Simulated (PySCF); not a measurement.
```
atom    x (Å)    y (Å)    z (Å)
   F  -1.4001   0.8015  -1.9807
   C  -1.2363   0.9194  -0.5999
   C  -2.3307   0.1061   0.1036
   B  -1.6668  -1.2794   0.4567
   C  -0.1304  -1.1466   0.1543
   C   0.0865   0.2975  -0.2086
   C   1.2433   0.9488  -0.1833
  Si   2.8936   0.1825   0.2866
   H  -1.2792   1.9972  -0.4030
   H  -2.6349   0.6255   1.0156
   H  -3.2211   0.0564  -0.5249
   H  -2.2173  -2.2222   0.8662
   H   0.1198  -1.7675  -0.7138
   H   0.5539  -1.4665   0.9411
   H   1.2386   1.9945  -0.4675
   H   3.9435   1.1858   0.1035
   H   3.1736  -0.9876  -0.5505
   H   2.8552  -0.2389   1.6930
```

Geometry: GFN2-xTB.

All numbers below come from CAM-B3LYP/def2-SVPD, SCF density, gas phase (PySCF 2.14.0).

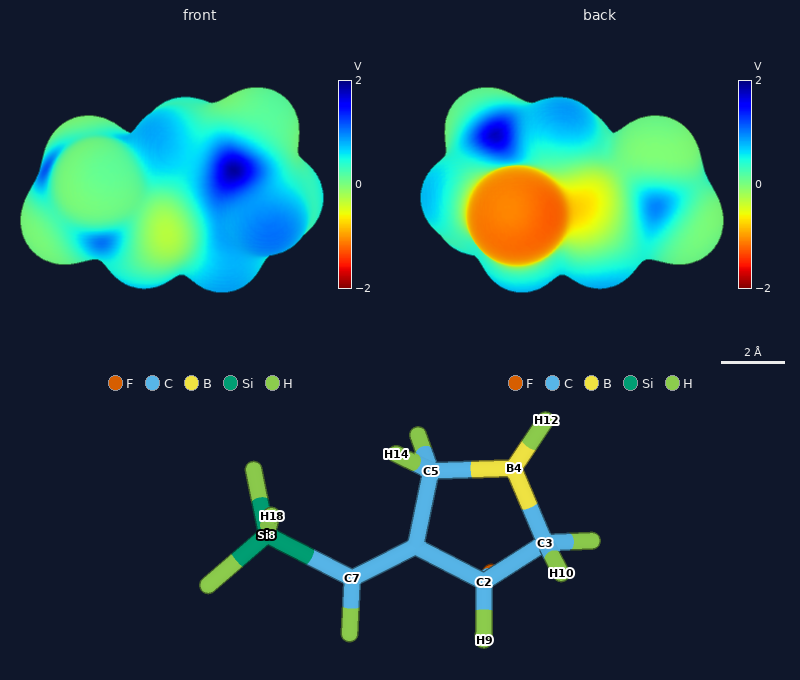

C₅H₁₀BFSi (SMILES F[C@H]1CBC/C1=C\[SiH3]). The molecular electrostatic potential painted on the density surface at 0.002 e/bohr³, seen from the front and from behind; the colour scale runs from red (negative) to blue (positive). The bare structure is drawn below in the same view.

Question: Describe the electrostatic potential map.

Answer: The most negative region (about −1.2 V) lies over F1, the most positive (about +1.7 V) over B4.

Question: How polar is the molecule by this calculation?

Answer: Its dipole moment is 1.73 D.
